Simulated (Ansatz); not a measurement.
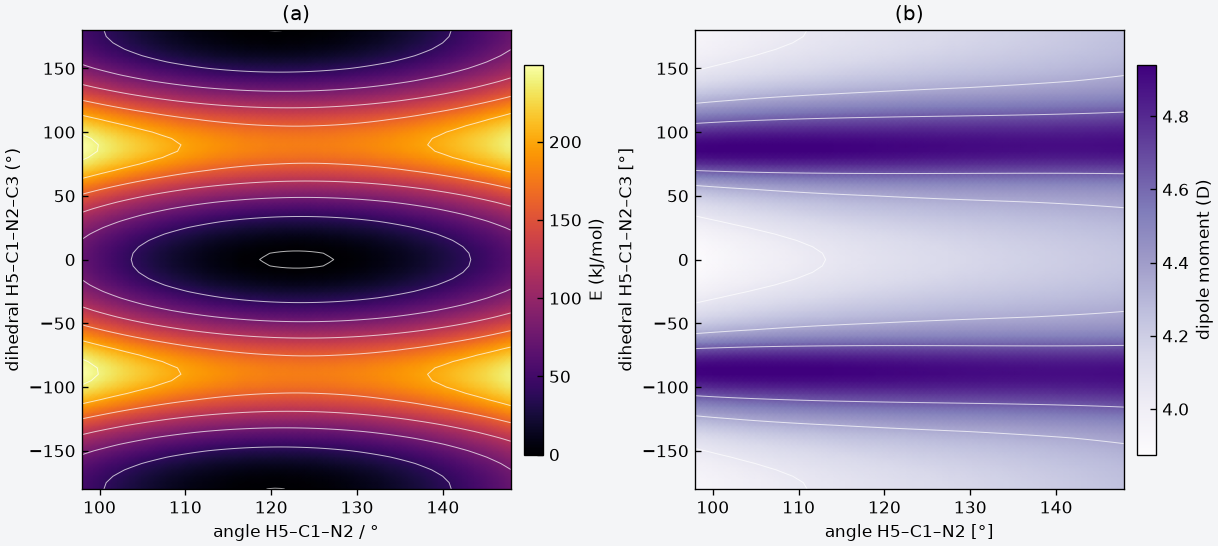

C2H3NO, SMILES C=NC=O. 
- Coordinates scanned: (1) angle H5–C1–N2; (2) dihedral H5–C1–N2–C3.
- Nothing is relaxed (all other coordinates rigid).
- The scan uses a 15 × 15 grid.
- Points are written as (first, second).
- Energies: kJ/mol, counted from the lowest grid point.
- The restricted reference is unstable at some or all points, so the energies there are unreliable.
- Theory: Ansatz 0.2.0, RHF-MP2, frozen core/def2-TZVP.

Panel (a) is the energy and panel (b) the computed dipole moment on the same grid.

Drawn: a smooth colour map with a few white contour lines. Between grid points the surface is interpolated.

> How does the dipole moment vary over the map, and what is it at the lowest grid point?

Leaving out the highest fifth of the energies, it runs from 3.90 D at (97.9°, 12°) to 4.73 D at (137.2°, 108°). At the lowest grid point, (119.4°, −180°), it is 4.10 D.

```csv
"dihedral H5–C1–N2–C3 ↓, angle H5–C1–N2 →",97.9,101.5,105.1,108.7,112.2,115.8,119.4,122.9,126.5,130.1,133.7,137.2,140.8,144.4,147.9
156,4.00,4.04,4.07,4.10,4.12,4.14,4.16,4.18,4.20,4.21,4.23,4.24,4.26,4.28,4.30
132,4.21,4.24,4.27,4.30,4.32,4.33,4.35,4.36,4.37,4.38,4.39,4.40,4.42,4.43,4.45
108,4.62,4.65,4.67,4.69,4.70,4.71,4.71,4.72,4.72,4.72,4.73,4.73,4.74,4.74,4.75
84,4.93,4.94,4.94,4.94,4.93,4.93,4.92,4.91,4.90,4.90,4.89,4.89,4.88,4.88,4.89
60,4.39,4.42,4.45,4.46,4.48,4.49,4.50,4.50,4.51,4.51,4.51,4.52,4.52,4.52,4.53
36,4.06,4.11,4.14,4.17,4.19,4.21,4.23,4.25,4.26,4.27,4.28,4.29,4.30,4.31,4.33
12,3.90,3.95,3.99,4.03,4.06,4.09,4.11,4.13,4.15,4.17,4.19,4.20,4.21,4.23,4.24
−12,3.90,3.95,3.99,4.03,4.06,4.09,4.11,4.13,4.15,4.17,4.19,4.20,4.21,4.23,4.24
−36,4.06,4.11,4.14,4.17,4.19,4.21,4.23,4.25,4.26,4.27,4.28,4.29,4.30,4.31,4.33
−60,4.39,4.42,4.45,4.46,4.48,4.49,4.50,4.50,4.51,4.51,4.51,4.51,4.52,4.52,4.53
−84,4.93,4.94,4.94,4.94,4.93,4.93,4.92,4.91,4.90,4.90,4.89,4.89,4.88,4.88,4.89
−108,4.62,4.65,4.67,4.69,4.70,4.71,4.71,4.72,4.72,4.72,4.73,4.73,4.74,4.74,4.75
−132,4.21,4.24,4.27,4.30,4.31,4.33,4.35,4.36,4.37,4.38,4.39,4.40,4.42,4.43,4.45
−156,4.00,4.04,4.07,4.10,4.12,4.14,4.16,4.18,4.20,4.21,4.23,4.24,4.26,4.28,4.30
−180,3.93,3.97,4.00,4.03,4.06,4.08,4.10,4.12,4.14,4.16,4.18,4.19,4.21,4.23,4.25
```
